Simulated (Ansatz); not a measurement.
Rock-salt NaH was calculated with LDA (Ansatz, a program for electronic structure, plane waves, PAW).

Settings: plane-wave cutoff 520 eV, 12×12×12 k mesh, Fermi–Dirac smearing 0.01 eV, scalar-relativistic PAW data made under PBE.

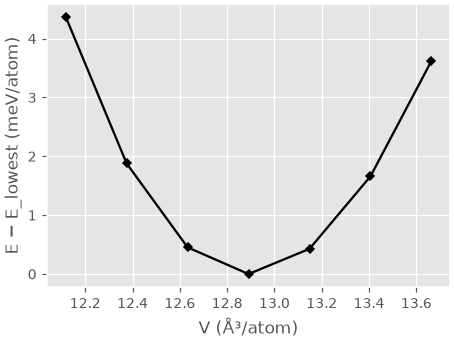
*Total energy against volume*

**Question.** From the curve, estimate the equilibrium volume and the bulk modulus.

**Answer.** V0 ≈ 12.9 Å³/atom and B0 ≈ 27 GPa; the fit gives V0 = 12.890 Å³/atom, B0 = 27.4 GPa, B′ = 3.8.

Measured, for comparison: bulk modulus 19.4 ± 2 GPa (room temperature, not corrected to a static lattice; as tabulated in High-pressure studies of NaH to 54 GPa); equilibrium volume per atom 14.46 Å³/atom (room temperature, not corrected to a static lattice; as tabulated in Thermodynamic Modeling of Hydrogen Storage Capacity in Mg-Na Alloys). Computed (rounded) less measured: bulk modulus +41 % (against room or unstated temperature, where such soft solids are markedly softer), equilibrium volume per atom -10.9 %.

Computed values are for the static lattice.
